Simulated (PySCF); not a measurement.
Input file:

```
{"job": {"kind": "nmr", "xc": "PBE0", "basis": "pcSseg-1"}, "charge": 0, "multiplicity": 1}
C      4.017358    -0.771535     0.534251
C      2.774509    -0.030012     0.553667
C      1.730920     0.595111     0.570672
Al     0.031187     1.528057     0.601406
C     -1.706462     0.730228     0.277145
C     -2.772626     0.180117     0.074859
C     -4.043023    -0.469744    -0.168156
H      3.994217    -1.517662    -0.260765
H      4.854088    -0.094778     0.359463
H      4.165464    -1.276997     1.489123
H      0.065671     3.040667     0.918286
H     -4.093047    -1.407930     0.385604
H     -4.157773    -0.680921    -1.231940
H     -4.861162     0.174927     0.154244
```

Launched as:

```sh
OMP_NUM_THREADS=1 python probes_run.py task.json out
```

Geometry: GFN2-xTB.

Computed with PySCF 2.14.0, PBE0/pcSseg-1, SCF density, gas phase, non-relativistic.

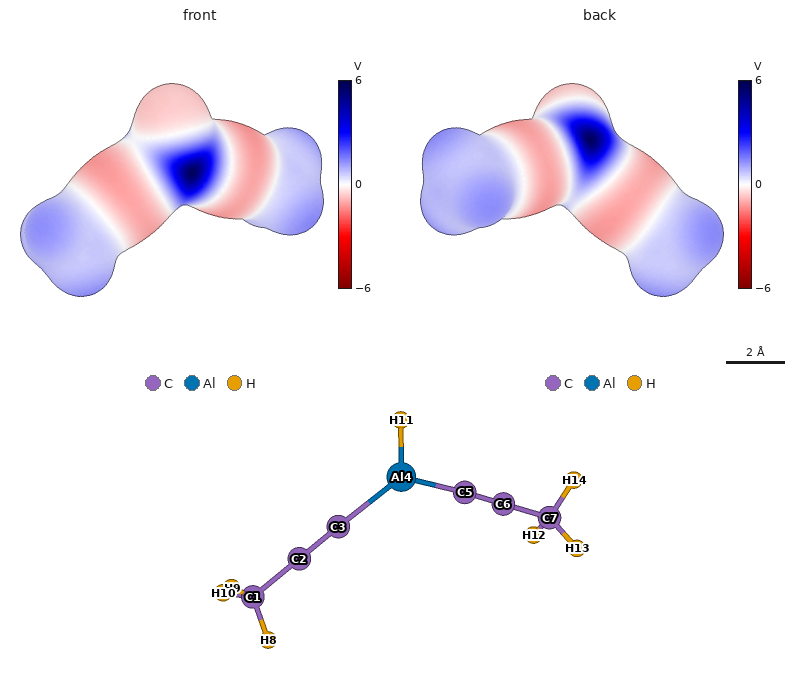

C₆H₇Al (SMILES CC#[C][AlH][C]#CC). The molecular electrostatic potential painted on the density surface at 0.004 e/bohr³, seen from the front and from behind; red is negative and blue positive. The bare structure is drawn below in the same view.

### Describe the electrostatic potential map.

The most negative region (about −1.2 V) lies over C2, C3, C5 and C6, the most positive (about +5.2 V) over Al4.
